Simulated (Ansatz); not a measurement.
# CH3B (SMILES B[CH]): U-wB97X/STO-3G

Aim: the electronic atomisation energy of CH3B at U-wB97X/STO-3G, from 4 runs. 

Program for the calculation: Ansatz 0.2.0.

49 further runs of the same task are left out: 3 that didn't finish, 46 set aside as unsound or not needed.

## Step 1: The system as given

The species is CH3B (5 atoms), meant as a triplet with charge 0. SMILES: `B[CH]`. The coordinates come from a GFN2-xTB relaxation.

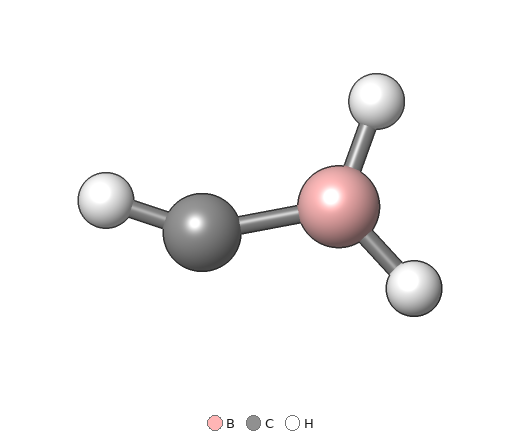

Viewed from a chosen angle; boron pink, carbon grey, hydrogen white.

## Step 2: A single-point energy at U-wB97X/STO-3G

The input, input.yaml:

```yaml
crystal:
  periodic: [false, false, false]
  atoms:
    - {symbol: B, position_ang: [-0.352450, -0.401400, -0.071360]}
    - {symbol: C, position_ang: [0.507540, 0.779550, -0.141970]}
    - {symbol: H, position_ang: [-0.308550, -1.118250, 0.866820]}
    - {symbol: H, position_ang: [-1.104620, -0.672740, -0.931370]}
    - {symbol: H, position_ang: [1.258080, 1.412850, 0.277880]}
basis:
  gaussian:
    orbitals: STO-3G
magnetization:
  spin_polarized: true
  initial_magnetization: 2
hamiltonian:
  xc: {name: wB97X}
accuracy: high
```

Command:

```console
$ ansatz run input.yaml --threads 1 --pin off --max-ram 2610MiB --events-out events.jsonl --progress --plain --runs-dir runs
```

Standard output:

```text
Warning: RAYON_NUM_THREADS=1 ignored (pool sized by the plan → 1); use --threads N
Functional definition: wB97X
  name "wB97X"
  parameter omega = 0.3/bohr
  parameter cx = 0.157706
  parameter cx1 = 0.726479
  parameter cx2 = 1.04760
  parameter cx3 = -5.70635
  parameter cx4 = 13.2794
  parameter css1 = -4.33879
  parameter css2 = 18.2308
  parameter css3 = -31.7430
  parameter css4 = 17.2901
  parameter cos1 = 2.37031
  parameter cos2 = -11.3995
  parameter cos3 = 6.58405
  parameter cos4 = -3.78132
  exchange = spin_sum(e_x_unif_sr(omega)*poly(b97_u_x, 1 - cx, cx1, cx2, cx3, cx4)) + cx*exact_x_sr(omega)
      + exact_x_lr(omega)
  correlation = spin_sum(e_c_pw_same_spin*poly(b97_u_same, 1, css1, css2, css3, css4))
      + integral(e_c_pw_opposite_spin*poly(b97_u_opposite, 1, cos1, cos2, cos3, cos4))
209 factors; integrals over basis functions are off by at most 6.1e-9 eV
124 factors; integrals over basis functions are off by at most 1.3e-9 eV
mean field evaluation 1: about -1735.4129 eV, gradient 6.5e0 eV
mean field evaluation 2: about -1735.8604 eV, gradient 1.8e0 eV
mean field evaluation 4: about -1735.9145 eV, gradient 2.3e-1 eV
mean field evaluation 8: about -1735.8702 eV, gradient 3.9e-3 eV
mean field evaluation 16: about -1735.8702 eV, gradient 8.3e-7 eV
mean field -1735.87023910 eV, -63.7920546717 hartree, gradient 2.8e-8 eV, S^2 2.006192; 0 other end points of the search recorded, 0 dependent functions left out
reference -1735.87023765 eV, -63.7920546184 hartree; 8, 6 occupied and 5, 7 virtual orbitals, 209 factors
Total energy: -1735.87023765 eV, -63.7920546184 hartree
```

Run time: 5.7 s. Hardware: 1 thread of Arm Neoverse V1, shared host; peak memory 0.31 GiB.

## Step 3: The B atom, same level

The input, job.yaml:

```yaml
crystal:
  periodic: [false, false, false]
  atoms:
    - {symbol: B, position_ang: [0.000000, 0.000000, 0.000000]}
basis:
  gaussian: {orbitals: STO-3G}
magnetization: {spin_polarized: true, initial_magnetization: 1}
hamiltonian: {xc: {name: wB97X}}
accuracy: high
```

Run the same way, it converges to -24.27115 Eh (log not shown).

## Step 4: The C atom at the same level

The input, in.yaml:

```yaml
crystal:
  periodic: [false, false, false]
  atoms:
    - {symbol: C, position_ang: [0.000000, 0.000000, 0.000000]}
basis:
  gaussian:
    orbitals: STO-3G
magnetization:
  spin_polarized: true
  initial_magnetization: 2
hamiltonian:
  xc: {name: wB97X}
accuracy: high
```

Command:

```console
$ ansatz run in.yaml --threads 1 --pin off --max-ram 2610MiB --events-out events.jsonl --progress --plain --runs-dir runs
```

Standard output:

```text
Warning: RAYON_NUM_THREADS=1 ignored (pool sized by the plan → 1); use --threads N
[... 17 set-up lines as earlier in the session ...]
      + exact_x_lr(omega)
[... 1 set-up line as earlier in the session ...]
      + integral(e_c_pw_opposite_spin*poly(b97_u_opposite, 1, cos1, cos2, cos3, cos4))
15 factors; integrals over basis functions are off by at most 9.8e-10 eV
15 factors; integrals over basis functions are off by at most 5.5e-10 eV
mean field evaluation 1: about -1016.2872 eV, gradient 2.5e-9 eV
mean field evaluation 2: about -1016.2876 eV, gradient 9.7e-10 eV
mean field -1016.28760356 eV, -37.3478805664 hartree, gradient 0.0e0 eV, S^2 2.000000; 0 other end points of the search recorded, 0 dependent functions left out
reference -1016.28760323 eV, -37.3478805544 hartree; 4, 2 occupied and 1, 3 virtual orbitals, 15 factors
Total energy: -1016.28760323 eV, -37.3478805544 hartree
```

Wall time 0.66 s (1 thread of Arm Neoverse V1, shared host); peak memory 0.12 GiB.

## Step 5: The H atom, same level

The input, in.yaml:

```yaml
crystal:
  periodic: [false, false, false]
  atoms:
    - symbol: H
      position_ang: [0.000000, 0.000000, 0.000000]
basis:
  gaussian: {orbitals: STO-3G}
magnetization: {spin_polarized: true, initial_magnetization: 1}
hamiltonian: {xc: {name: wB97X}}
accuracy: high
total_charge: 0
```

Run the same way, it converges to -0.46692 Eh (log not shown).

## Step 6: What came out

At U-wB97X/STO-3G:

```
                     quantity         value
       molecule: total energy  -63.79205 Eh
               molecule: ⟨S²⟩         2.006
         B atom: total energy  -24.27115 Eh
                 B atom: ⟨S²⟩         0.750
         C atom: total energy  -37.34788 Eh
                 C atom: ⟨S²⟩         2.000
         H atom: total energy   -0.46692 Eh
                 H atom: ⟨S²⟩         0.750
electronic atomisation energy     21.014 eV
```

What this shows: Taking the molecule apart into free atoms costs 21.01 eV (2028 kJ/mol), before zero-point energy and without spin-orbit coupling. In a minimal basis such a difference can be off by several eV, whatever the method.
